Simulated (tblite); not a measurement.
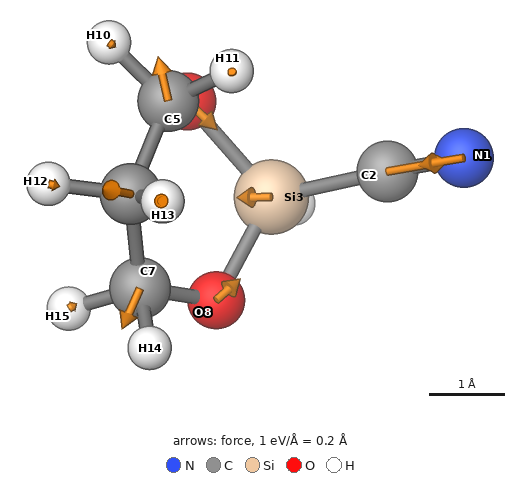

Starting geometry of C$_{4}$H$_{7}$NO$_{2}$Si with the computed forces as orange arrows. The picture is a ball-and-stick view, seen at a tilt.

Level of theory: GFN2-xTB geometry optimisation, gas phase in tblite 0.8.0. 

> Is this structure relaxed? If not, where do the atoms go?

It isn't relaxed: the largest force vector, on a C atom, is 4.88 eV/Å. The final displacements have little in common with the starting forces (cosine between the two patterns 0.09). After 112 geometry steps the energy has fallen by 109.8 kJ/mol. An H atom moves most after the best rigid fit: 1.34 Å. Largest moves by element: H 1.34 Å, O 0.92 Å, N 0.84 Å, C 0.53 Å, Si 0.27 Å. Among the contacts that change: O–Si 1.727 → 1.627 Å, C–Si 2.889 → 2.983 Å, C–C 1.461 → 1.525 Å, C–Si 1.818 → 1.864 Å. Among the angles between lasting bonds that change: Si–O–C 105.0° → 121.6°, C–C–C 120.8° → 110.9°, C–C–O 119.3° → 112.2°. Groups turn about C–O by about 90°, C–C by about 75°, O–Si by about 75°.
